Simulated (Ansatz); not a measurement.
CHBClF$_{2}$N (SMILES N=C(F)B(F)Cl)

Input

```
crystal:
  periodic: [false, false, false]
  atoms:
    - {symbol: N, position_ang: [0.889016, -1.240689, 0.174868]}
    - {symbol: C, position_ang: [-0.085078, -0.459491, 0.145105]}
    - {symbol: F, position_ang: [-1.328382, -0.833554, 0.511334]}
    - {symbol: B, position_ang: [0.051034, 1.045163, -0.326206]}
    - {symbol: F, position_ang: [1.223692, 1.482543, -0.698738]}
    - {symbol: Cl, position_ang: [-1.318710, 2.110586, -0.355111]}
    - {symbol: H, position_ang: [0.629527, -2.172459, 0.503047]}
basis:
  gaussian: {orbitals: def2-TZVPP}
hamiltonian: {xc: pbe0, dispersion: d4}
output: {orbitals: {seedname: orbitals}}
```

Command:

```sh
ansatz run in.yaml --threads 4 --pin off --events-out ev --progress --plain --max-ram 10444MiB
```

Geometry: PBE0-D4/def2-TZVP.

Level of theory: Ansatz, RKS PBE0-D4/def2-TZVPP.

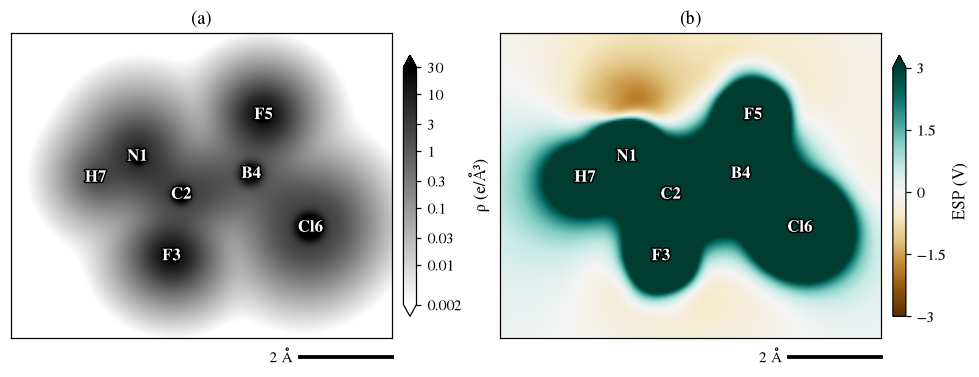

Figure 1. (a) total electron density; (b) electrostatic potential on the molecular plane.

> Describe what can be read from this map.

Atoms in the plane: N, C, F, B, Cl and H. C–N (1.25 Å): ρ is about 3 e/Å³ halfway. B–F (1.31 Å): ρ at the midpoint is about 2.3 e/Å³. C–F (1.35 Å): ρ is about 2.3 e/Å³ halfway, with its minimum of 1.8 e/Å³ about 0.5 Å from C. C–B (1.58 Å): ρ at the midpoint is about 1.5 e/Å³. B–Cl (1.74 Å): ρ at the midpoint is about 1.4 e/Å³. Outside the dense part of the molecule the potential is most negative (−1.8 V) near N1.

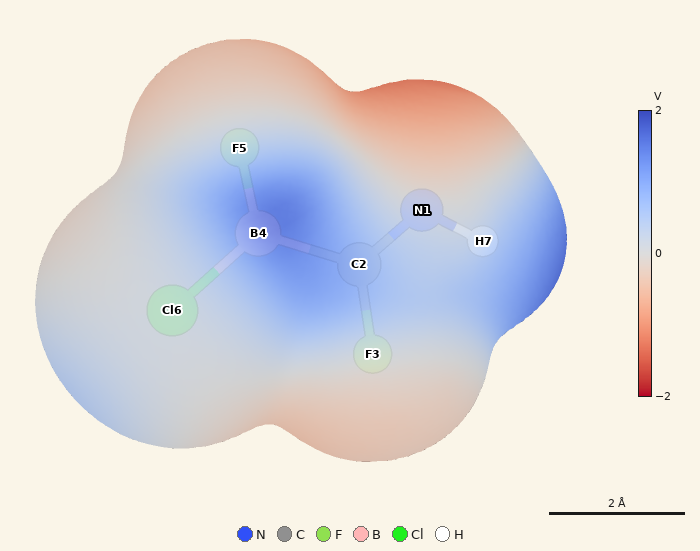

Figure 2. The molecular electrostatic potential painted on the density surface at 0.001 e/bohr³, seen across its widest extent; red is negative and blue positive.

> Describe the electrostatic potential map.

The most negative region (about −1.2 V) lies over N1, the most positive (about +1.6 V) over B4 and H7. Cl6 shows a σ-hole: about +0.5 V at the tip opposite its bond, against about 0.0 V on its flanks. N1 is the likeliest acceptor of a hydrogen bond.

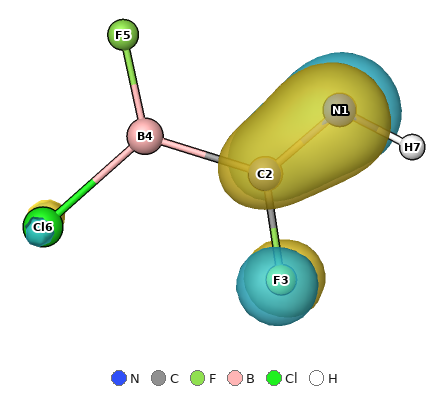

Figure 3. The HOMO−1 at ±0.2 Å⁻³ᐟ² (yellow and cyan are the two phases), seen at a tilt.

> Describe this orbital and give its energy.

By Hirshfeld shares it lies mainly on N1 (about 45 %), C2 (about 25 %), F3 (about 15 %) and Cl6 (about 5 %); it changes sign across the molecular plane (π type); π-bonding across N1–C2; π-antibonding (a node) across C2–F3. Its energy is −9.79 eV.
